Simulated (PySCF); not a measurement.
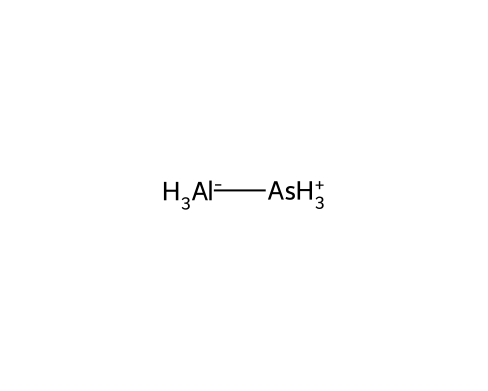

(Drawn from a calculation with PySCF.)

2D structure.

Transcribe the drawing into SMILES.

[AlH3-][AsH3+]

What is the molecular formula?

AlAsH6.

An optimisation with PBE0-D3(BJ)/def2-SVP gave a structure of which point group?

C3v.
